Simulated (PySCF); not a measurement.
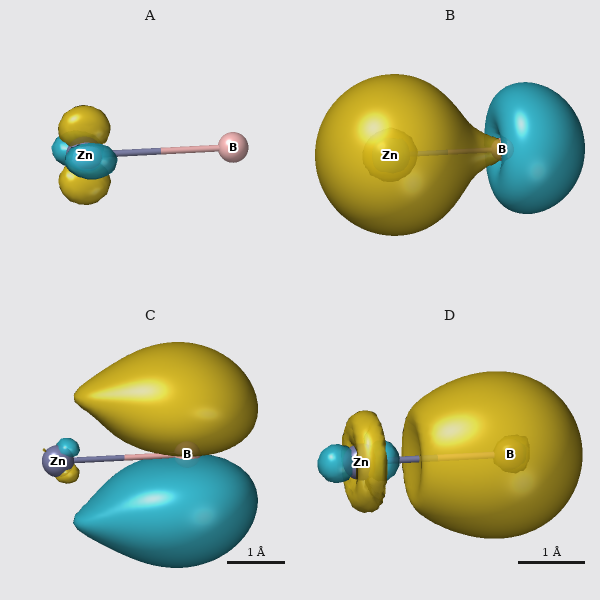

*ZnB (charge +1). Four frontier orbitals, each drawn at the value that holds 80 % of its norm (yellow and cyan are the two phases), in no order; of a degenerate pair one member is drawn.*

Method: PBE0/def2-SVPD, non-relativistic Hamiltonian with scalar-relativistic core potentials where named, at a bond length of 2.347 Å (PySCF 2.14.0).

**Label each orbital by symmetry, say whether it is occupied, and order them by energy.**

Orbital A: δ, occupied, −20.58 eV; almost wholly on Zn.
Orbital D: σ, occupied, −17.92 eV; mainly on B (75 %).
Orbital B: σ, occupied, −12.87 eV; shared between the atoms (Zn 55 %, B 45 %).
Orbital C: π, empty, −9.10 eV; mainly on B (85 %).
